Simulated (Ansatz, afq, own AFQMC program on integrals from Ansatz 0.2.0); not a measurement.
# SiH3O (doublet): AFQMC on the coupled-cluster ladder at distance Si1–O2 = 5.717 Å, cc-pVDZ, part 2 of 2

Ansatz 0.2.0, Gaussian basis, and an in-house AFQMC program (afq) on its integrals; all values are calculated; cc-pVDZ, frozen cores.

## (10) Phaseless AFQMC, single-determinant trial on ROHF

It reads the integrals that the CCSD(T) run on this determinant wrote.

The run is started by

```
$ afq ham --method phaseless --trial hf --walkers 120 --populations 1 --least-time 40 --time-step 0.005 --steps-per-block 20 --equilibration-blocks 160 --max-blocks 600 --target-error 0.00258 --factor-cut 1e-05 --start spin_pure --seed 3454 --taylor-order 6
```

Log:

```text
orbitals 41  electrons 7 6  factors 274 of 446
reference energy -365.40072394 Eh
CCSD correlation -0.28324332 Eh in 13 cycles, weight of the determinant in the CISD state 0.8727
energy of the start -365.400726 Eh
 block  time / (1/Eh)  mean weight  energy / Eh
     1     0.100  1.0005  -365.471920
     2     0.200  1.0013  -365.528889
     3     0.300  1.0033  -365.557786
     4     0.400  1.0028  -365.578800
     5     0.500  1.0029  -365.592240
     6     0.600  1.0021  -365.626161
     7     0.700  1.0008  -365.644768
     8     0.800  1.0023  -365.639992
     9     0.900  1.0008  -365.630603
    10     1.000  1.0005  -365.647599
    16     1.600  1.0000  -365.648531
    31     3.100  1.0004  -365.673673
    46     4.600  1.0001  -365.661059
    61     6.100  1.0000  -365.699938
    76     7.600  0.9968  -365.704285
    91     9.100  1.0007  -365.700444
   106    10.600  1.0009  -365.689526
   121    12.100  0.9972  -365.658728
   136    13.600  0.9996  -365.696756
   151    15.100  1.0017  -365.710961
   166    16.600  1.0023  -365.686318
   181    18.100  1.0012  -365.677583
   196    19.600  0.9995  -365.696115
   211    21.100  0.9988  -365.738166
   226    22.600  1.0014  -365.684781
   241    24.100  1.0020  -365.667181
   256    25.600  1.0017  -365.695629
   271    27.100  0.9994  -365.715638
   286    28.600  1.0004  -365.691541
   301    30.100  0.9984  -365.644187
   316    31.600  1.0032  -365.700452
   331    33.100  0.9995  -365.676895
   346    34.600  1.0008  -365.733837
   361    36.100  0.9998  -365.677270
   376    37.600  1.0005  -365.664947
   391    39.100  0.9994  -365.693547
   406    40.600  1.0022  -365.663405
   421    42.100  1.0017  -365.662623
   436    43.600  0.9988  -365.657214
   451    45.100  1.0003  -365.713513
   466    46.600  0.9993  -365.707922
   481    48.100  0.9982  -365.702187
   496    49.600  1.0011  -365.706575
   511    51.100  1.0008  -365.666026
   526    52.600  0.9981  -365.666222
   541    54.100  1.0006  -365.673115
   556    55.600  1.0007  -365.689668
   571    57.100  1.0005  -365.658388
   586    58.600  1.0017  -365.695117
   601    60.100  1.0016  -365.707301
   616    61.600  0.9989  -365.691442
blocks merged  error / Eh  count
     1  0.001063  460
     2  0.001424  230
     4  0.001875  115
     8  0.002362  57
    16  0.002573  28
    32  0.003079  14
energy -365.687734 +/- 0.002573 Eh
```

Wall time 7.3 min (1 thread of AMD EPYC 7R43 (Zen 3), shared host); peak memory 0.34 GiB.

Energy -9950.8702 ± 0.0700 eV. Caveats: constraint bias not in the error.

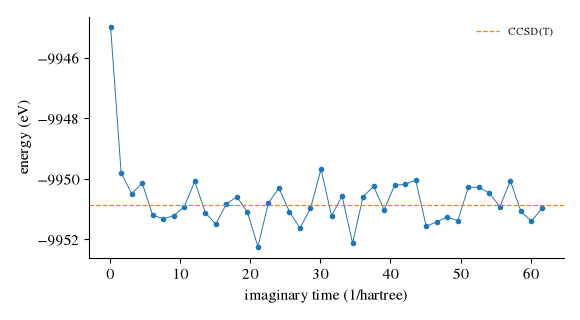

Block energies along the walk.

## (11) CCSD(T) on UHF

The input, in.yaml:

```yaml
crystal:
  periodic: [false, false, false]
  atoms:
    - {symbol: Si, position_ang: [-0.242138, -0.149436, 2.033584]}
    - {symbol: O, position_ang: [0.363735, 0.307013, -3.632867]}
    - {symbol: H, position_ang: [0.486979, -1.345254, 2.562829]}
    - {symbol: H, position_ang: [0.330462, 1.101426, 2.599345]}
    - {symbol: H, position_ang: [0.155841, -0.465571, -4.160660]}
basis:
  gaussian: {orbitals: cc-pVDZ}
magnetization: {spin_polarized: true, initial_magnetization: 1}
correlation: {method: ccsd_t, electrons: outside_noble_gas, hamiltonian_folder: ham}
```

The run is started by

```
$ ansatz run in.yaml --threads 1 --pin off --events-out ev --progress --plain --max-ram 1843MiB
```

Log:

```text
Functional definition: HF
  name "HF"
  cite "Fock, Z. Phys. 61, 126 (1930) doi:10.1007/BF01340294"
  parent pbe
  exchange = exact_x
  correlation = 0
446 factors; integrals over basis functions are off by at most 1.1e-3 eV
mean field evaluation 1: about -9931.2319 eV, gradient 3.5e1 eV
mean field evaluation 2: about -9931.2485 eV, gradient 3.5e1 eV
mean field evaluation 4: about -9933.5811 eV, gradient 2.5e1 eV
mean field evaluation 8: about -9941.7715 eV, gradient 1.8e1 eV
mean field evaluation 16: about -9943.1564 eV, gradient 1.3e-2 eV
mean field evaluation 32: about -9943.1566 eV, gradient 1.8e-10 eV
mean field evaluation 64: about -9943.1630 eV, gradient 8.8e-2 eV
mean field evaluation 96: about -9813.3043 eV, gradient 8.4e1 eV
mean field evaluation 128: about -9943.1561 eV, gradient 5.8e-2 eV
mean field evaluation 160: about -9943.4043 eV, gradient 9.9e-3 eV
mean field evaluation 192: about -9943.1552 eV, gradient 3.0e-4 eV
mean field evaluation 224: about -9941.9556 eV, gradient 1.2e1 eV
mean field evaluation 256: about -9942.3594 eV, gradient 7.6e-1 eV
mean field evaluation 288: about -9942.6948 eV, gradient 1.7e0 eV
mean field evaluation 320: about -9943.4041 eV, gradient 1.1e-2 eV
mean field evaluation 352: about -9943.4007 eV, gradient 4.2e-1 eV
mean field evaluation 384: about -9943.1557 eV, gradient 1.6e-2 eV
mean field evaluation 416: about -9943.4020 eV, gradient 1.1e-3 eV
mean field evaluation 448: about -9943.1321 eV, gradient 8.4e-1 eV
mean field evaluation 480: about -9943.3818 eV, gradient 5.6e-1 eV
mean field evaluation 512: about -9943.4047 eV, gradient 2.1e-3 eV
mean field evaluation 544: about -9943.4045 eV, gradient 9.0e-2 eV
mean field evaluation 576: about -9943.4047 eV, gradient 2.2e-3 eV
mean field evaluation 608: about -9943.1628 eV, gradient 8.4e-2 eV
mean field evaluation 640: about -9943.1605 eV, gradient 4.7e-3 eV
mean field evaluation 672: about -9943.1565 eV, gradient 3.7e-3 eV
mean field evaluation 704: about -9943.1555 eV, gradient 3.5e-3 eV
mean field evaluation 736: about -9943.1563 eV, gradient 2.3e-2 eV
mean field evaluation 768: about -9942.3320 eV, gradient 1.6e0 eV
mean field evaluation 800: about -9942.3682 eV, gradient 1.0e-3 eV
mean field evaluation 832: about -9938.7879 eV, gradient 8.2e-4 eV
mean field evaluation 864: about -9938.6324 eV, gradient 8.0e-3 eV
mean field evaluation 896: about -9938.2596 eV, gradient 3.3e-2 eV
mean field evaluation 928: about -9938.2561 eV, gradient 2.4e-3 eV
mean field evaluation 960: about -9938.3409 eV, gradient 4.9e-1 eV
mean field evaluation 992: about -9937.9957 eV, gradient 4.0e-4 eV
mean field evaluation 1024: about -9938.2059 eV, gradient 1.4e-2 eV
mean field evaluation 1056: about -9938.2032 eV, gradient 7.0e-3 eV
mean field evaluation 1088: about -9938.2044 eV, gradient 1.6e-1 eV
mean field evaluation 1120: about -9937.4463 eV, gradient 2.6e-3 eV
mean field evaluation 1152: about -9943.1642 eV, gradient 2.8e-4 eV
mean field -9943.40468034 eV, -365.4133821207 hartree, gradient 8.7e-10 eV, S^2 1.339484; 29 other end points of the search recorded, 0 dependent functions left out
determinant -9943.40468034 eV, -365.4133821207 hartree, with singles and doubles -9950.68844708 eV, -365.6810556114 hartree
determinant -9943.40466082 eV, -365.4133814035 hartree, with singles and doubles -9950.68860985 eV, -365.6810615931 hartree
determinant -9943.40200772 eV, -365.4132839036 hartree, with singles and doubles -9950.68365196 eV, -365.6808793940 hartree
determinant -9943.15914493 eV, -365.4043588609 hartree, with singles and doubles -9950.76496858 eV, -365.6838677244 hartree
determinant -9943.15656209 eV, -365.4042639431 hartree, with singles and doubles -9950.16982809 eV, -365.6619967151 hartree
determinant -9943.15524199 eV, -365.4042154304 hartree, with singles and doubles -9950.16870580 eV, -365.6619554716 hartree
determinant -9942.36822176 eV, -365.3752929705 hartree, with singles and doubles -9949.75616250 eV, -365.6467947848 hartree
determinant -9942.36817840 eV, -365.3752913771 hartree, with singles and doubles -9949.75705485 eV, -365.6468275780 hartree
determinant -9942.36753837 eV, -365.3752678562 hartree, with singles and doubles -9949.75619303 eV, -365.6467959070 hartree
determinant -9943.40468034 eV, -365.4133821207 hartree, with singles and doubles -9950.75354509 eV, -365.6834479192 hartree
determinant -9943.40466082 eV, -365.4133814035 hartree, with singles and doubles -9950.75354189 eV, -365.6834478014 hartree
determinant -9943.40200772 eV, -365.4132839036 hartree, with singles and doubles -9950.74922890 eV, -365.6832893019 hartree
determinant -9943.15914493 eV, -365.4043588609 hartree, with singles and doubles -9950.76495276 eV, -365.6838671434 hartree
mean field evaluation 1184: about -9943.1591 eV, gradient 1.3e-5 eV
6 core orbitals not correlated: weight in the atoms' cores, before any rotation towards them, 1.000 or more for the frozen orbitals, at most 0.000 for the correlated occupied ones
reference -9943.15914493 eV, -365.4043588609 hartree; 7, 6 occupied and 34, 35 virtual orbitals, 446 factors
second order -6.42824799 eV of doubles, -0.00000000 eV of singles
cycle   1  -7.60580810 eV  change   -2.7e-7 eV  update   1.7e-5
cycle   2  -7.60580822 eV  change   -1.1e-7 eV  update   3.2e-6
perturbative correction -0.10786678 eV, -0.0039640312 hartree
Total energy: -9950.87281993 eV, -365.6878311887 hartree
```

It took 37 s on 1 thread of AMD EPYC 7R43 (Zen 3), shared host; peak memory 0.34 GiB.

From the report: ⟨S²⟩ of the determinant 0.754 (pure doublet: 0.75); correlation -7.7137 eV; T1 0.010; largest double amplitude 0.12.

This run also writes the integrals to the folder ham.

## (12) Phaseless AFQMC, CISD trial on UHF

It reads the integrals that the CCSD(T) run on this determinant wrote.

The run is started by

```
$ afq ham --method phaseless --trial cisd --walkers 60 --populations 1 --least-time 40 --time-step 0.005 --steps-per-block 50 --equilibration-blocks 40 --max-blocks 300 --target-error 0.00086 --factor-cut 1e-05 --start spin_pure --seed 7372 --release-times 0.24,0.51,0.99,1.62,2.4 --release-step 0.03 --release-every 4 --taylor-order 6
```

Log:

```text
orbitals 41  electrons 7 6  factors 274 of 446
reference energy -365.40435886 Eh
CCSD correlation -0.27950811 Eh in 13 cycles, weight of the determinant in the CISD state 0.8736
energy of the start -365.683758 Eh
 block  time / (1/Eh)  mean weight  energy / Eh
     1     0.250  1.0002  -365.680240
     2     0.500  1.0032  -365.690409
     3     0.750  1.0007  -365.684667
     4     1.000  0.9974  -365.683816
     5     1.250  0.9993  -365.685014
     6     1.500  0.9993  -365.684727
     7     1.750  0.9993  -365.687307
     8     2.000  1.0018  -365.688061
     9     2.250  1.0010  -365.686087
    10     2.500  0.9990  -365.686788
    11     2.750  1.0010  -365.688187
    16     4.000  0.9995  -365.684599
    21     5.250  1.0005  -365.691252
    26     6.500  1.0001  -365.686511
    31     7.750  0.9989  -365.685527
    36     9.000  1.0007  -365.692367
    41    10.250  1.0023  -365.692079
    46    11.500  1.0011  -365.685969
    51    12.750  1.0017  -365.682874
    56    14.000  1.0010  -365.689921
    61    15.250  1.0002  -365.686784
    66    16.500  0.9986  -365.692971
    71    17.750  0.9998  -365.682120
    76    19.000  0.9964  -365.684920
    81    20.250  1.0012  -365.688266
    86    21.500  1.0014  -365.685925
    91    22.750  0.9993  -365.687963
    96    24.000  1.0010  -365.686092
   101    25.250  0.9999  -365.691075
   106    26.500  1.0008  -365.682112
   111    27.750  0.9964  -365.694170
   116    29.000  0.9979  -365.685842
   121    30.250  0.9972  -365.700621
   126    31.500  1.0010  -365.678419
   131    32.750  0.9980  -365.687111
   136    34.000  1.0003  -365.682428
   141    35.250  1.0005  -365.687495
   146    36.500  1.0011  -365.685848
   151    37.750  1.0001  -365.687568
   156    39.000  1.0019  -365.686435
   161    40.250  0.9982  -365.686657
   166    41.500  1.0016  -365.691574
   171    42.750  1.0003  -365.696880
   176    44.000  0.9982  -365.692472
   181    45.250  1.0025  -365.696464
   186    46.500  0.9989  -365.684551
   191    47.750  0.9957  -365.688988
   196    49.000  0.9982  -365.693037
blocks merged  error / Eh  count
     1  0.000355  160
     2  0.000403  80
     4  0.000483  40
     8  0.000470  20
    16  0.000535  10
released: time / (1/Eh)  energy / Eh  error  mean overlap
  0.24  -365.688272  0.000618  0.9988
  0.51  -365.688453  0.000627  0.9926
  0.99  -365.688765  0.000578  0.9757
  1.62  -365.689344  0.000666  1.0042
  2.40  -365.687841  0.000932  1.0571
energy -365.687734 +/- 0.000483 Eh
```

Wall time 8.5 min (1 thread of AMD EPYC 7R43 (Zen 3), shared host); peak memory 0.34 GiB.

Energy -9950.8702 ± 0.0131 eV. Caveats: constraint bias not in the error.

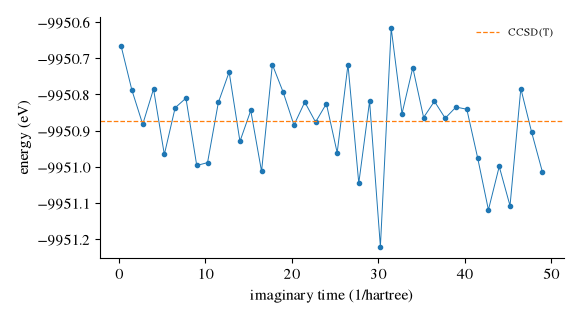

Block energies along the walk.

## (13) AFQMC on the ladder

On the ROHF determinant, counted from CCSD(T) (a yardstick, not exact):

```
                                                             level  energy (eV)  from CCSD(T) (kcal/mol)  statistical error (kcal/mol)     time
                                                                HF   -9943.0602                  +180.24                                       
                                                               MP2   -9949.5944                   +29.56                                       
                                                              CCSD   -9950.7677                    +2.50                                       
                                                           CCSD(T)   -9950.8763                     0.00                                       
               Phaseless AFQMC, CISD trial, step 0.005, 60 walkers   -9950.8526                    +0.55                          0.31  7.4 min
Phaseless AFQMC, single-determinant trial, step 0.005, 120 walkers   -9950.8702                    +0.14                          1.61  7.3 min
```

On the UHF determinant, counted from CCSD(T) (a yardstick, not exact):

```
                                              level  energy (eV)  from CCSD(T) (kcal/mol)  statistical error (kcal/mol)     time
                                                 HF   -9943.1591                  +177.88                                       
                                                MP2   -9949.5874                   +29.64                                       
                                               CCSD   -9950.7650                    +2.49                                       
                                            CCSD(T)   -9950.8728                     0.00                                       
Phaseless AFQMC, CISD trial, step 0.005, 60 walkers   -9950.8702                    +0.06                          0.30  8.5 min
```

The functionals' totals stand on their own zeros and serve differences with other points: PBE -9961.634 eV; r2SCAN -9966.434 eV; PBE0 -9962.704 eV; B3LYP -9968.965 eV; wB97M-V -9966.820 eV; B2PLYP -9963.049 eV.

## (14) Outcome

The summary covers parts 1 to 2.

| quantity | value |
| --- | --- |
| Phaseless AFQMC, CISD trial on ROHF from CCSD(T) | +0.55 ± 0.31 kcal/mol |
| Phaseless AFQMC, single-determinant trial on ROHF from CCSD(T) | +0.14 ± 1.61 kcal/mol |
| Phaseless AFQMC, CISD trial on UHF from CCSD(T) | +0.06 ± 0.30 kcal/mol |

In words: On ROHF the phaseless walk with the CISD trial lies +0.55 kcal/mol from CCSD(T), within three error bars. On UHF the phaseless walk with the CISD trial lies +0.06 kcal/mol from CCSD(T), within three error bars. Error bars are statistical and leave out the constraint, the time step and what remains of the start.
